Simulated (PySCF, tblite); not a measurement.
# C₆H₇O₂−: a rotation path, then NMR shifts on frames

How do NMR shifts of C₆H₇O₂− (`O=C([O-])[C@@H]1C=CCC1`) change as the atoms move?

Programs: tblite 0.8.0 and PySCF 2.14.0, with density-fitted response routines of our own. Each step states its level of theory. These are calculated values for one molecule in the gas phase, unless marked as measured. Atoms count from 0, in the outputs and in this text.

### 1 The molecule as given

15 atoms, charge -1, multiplicity 1; geometry from: GFN2-xTB.

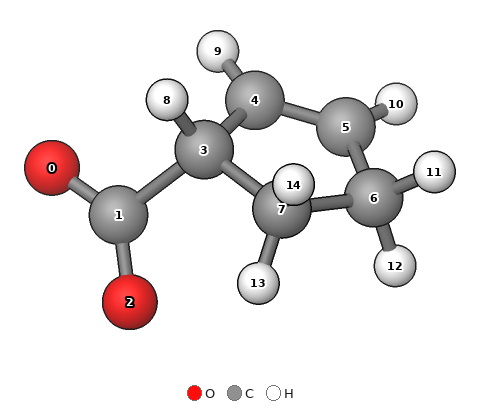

As it starts; oxygen red, carbon grey, hydrogen white, atoms numbered.

### 2 The rotation path with GFN2-xTB

What the job is given:

```
{"job": {"kind": "neb", "xc": "GFN2-xTB", "basis": "xTB", "atoms": [2, 1, 3, 4], "turn": 120}, "charge": -1, "multiplicity": 1}
O      3.019912     0.000244     0.254422
C      2.038364    -0.090763    -0.483464
O      1.915718    -0.602095    -1.595820
C      0.695220     0.610608     0.123080
C      0.219473    -0.178372     1.274949
C     -0.977857    -0.717252     1.076515
C     -1.549910    -0.329319    -0.256186
C     -0.483660     0.606520    -0.858242
H      1.023636     1.614506     0.408878
H      0.840404    -0.321922     2.144995
H     -1.509393    -1.376607     1.747574
H     -2.524312     0.165292    -0.148525
H     -1.704472    -1.213278    -0.882825
H     -0.125259     0.227096    -1.817859
H     -0.882277     1.613333    -1.009403
```

Level: GFN2-xTB climbing-image nudged elastic band, gas phase.

The run is started by

```
$ OMP_NUM_THREADS=1 python probes_run.py task.json out
```

One launch serves the whole session: the jobs run in the order shown.

Standard output:

```text
image   E - E0 / eV
  0      -0.0000
  1       0.0151
  2       0.0568
  3       0.0968
  4       0.1100
  5       0.0947
  6       0.0593
  7       0.0188
  8      -0.0001
```

It took 2.7 s on 1 thread of Arm Neoverse V2, shared host; peak memory 0.18 GiB.

The final band, with the dihedral O2–C1–C3–C4:

| image | dihedral (°) | energy (eV) | energy (kcal/mol) |
| --- | --- | --- | --- |
| 0 | 111 | 0.000 | 0.0 |
| 1 | 134 | 0.015 | 0.3 |
| 2 | 156 | 0.057 | 1.3 |
| 3 | 178 | 0.097 | 2.2 |
| 4 | 200 | 0.110 | 2.5 |
| 5 | 223 | 0.095 | 2.2 |
| 6 | 245 | 0.059 | 1.4 |
| 7 | 268 | 0.019 | 0.4 |
| 8 | 291 | 0.000 | 0.0 |

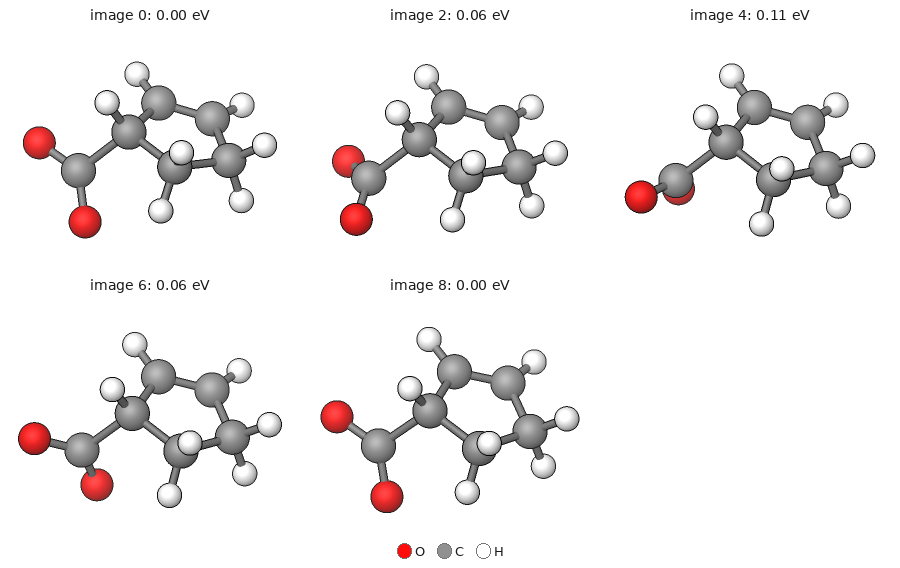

Images along the band.

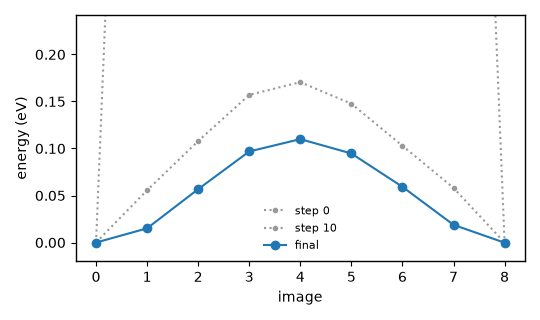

Energy along the band, early and final.

### 3 Nuclear shieldings: image 0, PBE0/pcSseg-1

What the job is given:

```
{"job": {"kind": "nmr", "xc": "PBE0", "basis": "pcSseg-1", "pop": false}, "charge": -1, "multiplicity": 1}
O      3.019900     0.000200     0.254400
C      2.038400    -0.090800    -0.483500
O      1.915700    -0.602100    -1.595800
C      0.695200     0.610600     0.123100
C      0.219500    -0.178400     1.274900
C     -0.977900    -0.717300     1.076500
C     -1.549900    -0.329300    -0.256200
C     -0.483700     0.606500    -0.858200
H      1.023600     1.614500     0.408900
H      0.840400    -0.321900     2.145000
H     -1.509400    -1.376600     1.747600
H     -2.524300     0.165300    -0.148500
H     -1.704500    -1.213300    -0.882800
H     -0.125300     0.227100    -1.817900
H     -0.882300     1.613300    -1.009400
```

With the program's defaults for keys left out, this is: GIAO PBE0/pcSseg-1 NMR shielding, non-relativistic, gas phase.

Standard output:

```text
coarse grid: 13032 points
cycle   1  E = -382.5587079273  dE =  1.317e+00  |g| = 1.084e+00  |ddm| = 3.550e+00
cycle   2  E = -382.2468613091  dE =  3.118e-01  |g| = 1.705e+00  |ddm| = 3.290e+00
cycle   3  E = -382.7853827627  dE = -5.385e-01  |g| = 1.754e-01  |ddm| = 2.376e+00
cycle   4  E = -382.7912741249  dE = -5.891e-03  |g| = 8.474e-02  |ddm| = 2.372e-01
cycle   5  E = -382.7925558715  dE = -1.282e-03  |g| = 3.691e-02  |ddm| = 8.796e-02
cycle   6  E = -382.7928049716  dE = -2.491e-04  |g| = 9.130e-03  |ddm| = 3.568e-02
cycle   7  E = -382.7928205526  dE = -1.558e-05  |g| = 2.151e-03  |ddm| = 9.533e-03
cycle   8  E = -382.7928214922  dE = -9.396e-07  |g| = 8.487e-04  |ddm| = 2.654e-03
final grid: 127272 points
cycle   9  E = -382.8624602349  dE = -2.263e-05  |g| = 1.224e-02  |ddm| = 3.362e-02
cycle  10  E = -382.8624171713  dE =  4.306e-05  |g| = 1.933e-02  |ddm| = 2.695e-02
cycle  11  E = -382.8624901699  dE = -7.300e-05  |g| = 1.110e-03  |ddm| = 1.712e-02
cycle  12  E = -382.8624904115  dE = -2.416e-07  |g| = 3.065e-04  |ddm| = 1.049e-03
cycle  13  E = -382.8624904271  dE = -1.560e-08  |g| = 1.747e-04  |ddm| = 4.177e-04
cycle  14  E = -382.8624904331  dE = -5.988e-09  |g| = 3.996e-05  |ddm| = 1.667e-04
cycle  15  E = -382.8624904334  dE = -2.527e-10  |g| = 1.558e-05  |ddm| = 4.087e-05
converged SCF energy = -382.8624904334

GIAO shielding tensors (ppm)
atom      isotropic    diamagn.    paramagn.     s11        s22        s33       span
  0 O       13.778     405.804    -392.026   -179.125    -24.471    244.931    424.056
  1 C       19.387     243.848    -224.461    -70.532     54.000     74.694    145.225
  2 O       24.324     405.581    -381.257   -168.079    -15.214    256.265    424.345
  3 C      122.475     248.386    -125.911    101.034    124.023    142.368     41.333
  4 C       35.833     252.487    -216.654    -71.833     44.000    135.332    207.166
  5 C       66.008     254.860    -188.853    -32.716     93.331    137.409    170.125
  6 C      149.332     247.295     -97.963    124.841    153.409    169.747     44.906
  7 C      158.880     246.354     -87.474    135.920    162.533    178.186     42.266
  8 H       28.678      32.516      -3.838     24.951     28.523     32.558      7.607
  9 H       25.429      32.429      -7.000     23.400     25.275     27.610      4.210
 10 H       26.887      32.136      -5.249     25.219     26.214     29.227      4.008
 11 H       29.614      30.281      -0.667     25.138     27.878     35.825     10.687
 12 H       29.285      30.318      -1.033     25.087     27.783     34.986      9.899
 13 H       28.180      30.529      -2.349     24.154     26.306     34.080      9.927
 14 H       30.324      31.358      -1.034     25.450     28.948     36.573     11.123
```

It took 20 s on 1 thread of Arm Neoverse V2, shared host; peak memory 0.85 GiB.

The references, computed at this level on geometries of the same kind, shield at (ppm): ¹H TMS 31.72, ¹³C TMS 186.9, ¹⁷O H2O 336.1. Their shielding less the atom's gives the shift. The references are single molecules in the gas phase, so shifts against H2O, NH3, PH3, H3PO4 or CFCl3 are not on the usual liquid scales and can be off by tens of ppm. Each atom is listed at this fixed geometry, with no averaging over motion; a spectrum would average atoms that exchange fast.

```
atoms                            environment  σ (ppm)  δ (ppm)
   C1                     carboxylate carbon     19.4    167.5
   C4                              alkene CH     35.8    151.1
   C5                              alkene CH     66.0    120.9
   C3                 sp3 CH α to a carbonyl    122.5     64.5
   C6                        allylic sp3 CH2    149.3     37.6
   C7                      sp3 CH2 in a ring    158.9     28.0
   H9               hydrogen on an alkene CH    25.43     6.29
  H10               hydrogen on an alkene CH    26.89     4.83
  H13       hydrogen on an sp3 CH2 in a ring    28.18     3.54
   H8  hydrogen on an sp3 CH α to a carbonyl    28.68     3.04
  H12         hydrogen on an allylic sp3 CH2    29.29     2.43
  H11         hydrogen on an allylic sp3 CH2    29.61     2.10
  H14       hydrogen on an sp3 CH2 in a ring    30.32     1.39
   O0                     carboxylate oxygen     13.8    322.3
   O2                     carboxylate oxygen     24.3    311.8
```

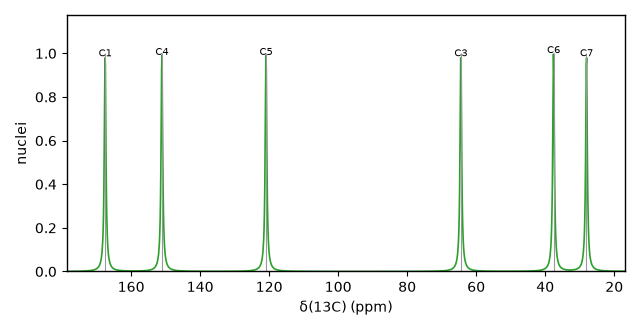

¹³C lines at the computed shifts, without couplings. Lines are broadened to a width of 0.56 ppm (Lorentzian).

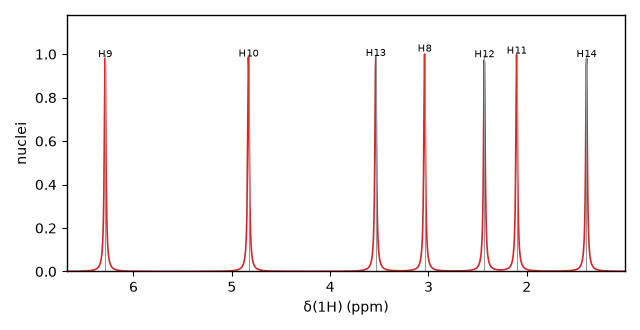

¹H lines at the computed shifts, without couplings. Lines are broadened to a width of 0.02 ppm (Lorentzian).

Ring of atoms C3, C4, C5, C6, C7: NICS(0) -2.5, NICS(1) -2.8, NICS(1)zz -2.7 ppm (means of both faces).

### 4 NMR shieldings: image 2, PBE0/pcSseg-1

What the job is given:

```
{"job": {"kind": "nmr", "xc": "PBE0", "basis": "pcSseg-1", "pop": false}, "charge": -1, "multiplicity": 1}
O      2.724100    -0.716400     0.292900
C      2.038200    -0.086600    -0.510100
O      2.212300     0.137000    -1.709700
C      0.694500     0.609600     0.101400
C      0.215000    -0.095400     1.305000
C     -0.967900    -0.669300     1.129200
C     -1.538100    -0.376200    -0.228600
C     -0.488200     0.545200    -0.879800
H      1.008800     1.639400     0.305800
H      0.833000    -0.183400     2.183700
H     -1.490100    -1.297000     1.836300
H     -2.520800     0.107400    -0.152000
H     -1.678500    -1.302000    -0.796600
H     -0.140500     0.156100    -1.838600
H     -0.906200     1.539600    -1.060900
```

Method: GIAO PBE0/pcSseg-1 NMR shielding, non-relativistic, gas phase.

Standard output:

```text
coarse grid: 13032 points
cycle   1  E = -382.5549208408  dE =  1.313e+00  |g| = 1.088e+00  |ddm| = 3.547e+00
cycle   2  E = -382.2338214712  dE =  3.211e-01  |g| = 1.719e+00  |ddm| = 3.300e+00
cycle   3  E = -382.7824502633  dE = -5.486e-01  |g| = 1.832e-01  |ddm| = 2.359e+00
cycle   4  E = -382.7894472014  dE = -6.997e-03  |g| = 7.841e-02  |ddm| = 2.633e-01
cycle   5  E = -382.7905904788  dE = -1.143e-03  |g| = 3.566e-02  |ddm| = 8.559e-02
cycle   6  E = -382.7908141045  dE = -2.236e-04  |g| = 1.033e-02  |ddm| = 3.437e-02
cycle   7  E = -382.7908337588  dE = -1.965e-05  |g| = 2.254e-03  |ddm| = 1.029e-02
cycle   8  E = -382.7908348290  dE = -1.070e-06  |g| = 8.199e-04  |ddm| = 2.888e-03
final grid: 127272 points
cycle   9  E = -382.8604763129  dE = -2.309e-05  |g| = 1.210e-02  |ddm| = 3.197e-02
cycle  10  E = -382.8604340380  dE =  4.227e-05  |g| = 1.914e-02  |ddm| = 2.820e-02
cycle  11  E = -382.8605054004  dE = -7.136e-05  |g| = 1.099e-03  |ddm| = 1.802e-02
cycle  12  E = -382.8605056400  dE = -2.396e-07  |g| = 2.879e-04  |ddm| = 9.938e-04
cycle  13  E = -382.8605056543  dE = -1.432e-08  |g| = 1.517e-04  |ddm| = 3.889e-04
cycle  14  E = -382.8605056588  dE = -4.512e-09  |g| = 4.358e-05  |ddm| = 1.544e-04
cycle  15  E = -382.8605056591  dE = -3.209e-10  |g| = 1.436e-05  |ddm| = 4.398e-05
converged SCF energy = -382.8605056591

GIAO shielding tensors (ppm)
atom      isotropic    diamagn.    paramagn.     s11        s22        s33       span
  0 O       -2.048     405.902    -407.950   -196.244    -39.837    229.935    426.179
  1 C       15.679     242.945    -227.266    -71.050     50.459     67.626    138.676
  2 O       13.547     406.354    -392.807   -164.960     -8.952    214.554    379.514
  3 C      126.187     249.409    -123.222     91.962    133.832    152.767     60.805
  4 C       34.823     253.095    -218.273    -74.645     39.163    139.950    214.595
  5 C       66.908     255.137    -188.230    -31.003     94.807    136.919    167.923
  6 C      150.287     247.283     -96.996    127.528    153.393    169.941     42.413
  7 C      157.069     245.638     -88.569    130.972    163.416    176.820     45.848
  8 H       28.740      32.144      -3.404     26.155     28.031     32.034      5.880
  9 H       25.341      32.502      -7.161     23.233     25.361     27.428      4.194
 10 H       26.906      32.231      -5.325     25.123     26.350     29.245      4.122
 11 H       29.695      30.347      -0.652     25.333     28.015     35.738     10.405
 12 H       29.387      30.392      -1.005     25.164     27.848     35.150      9.985
 13 H       28.554      30.842      -2.289     23.772     27.743     34.147     10.375
 14 H       30.033      31.406      -1.373     25.065     28.970     36.065     11.000
```

Run time: 20 s. Hardware: 1 thread of Arm Neoverse V2, shared host; peak memory 0.87 GiB.

This run: δ C1 171.2, C4 152.1, C5 120.0, C3 60.7, H9 6.38, H10 4.81 ppm.

(Part 1 of 2 ends here.)
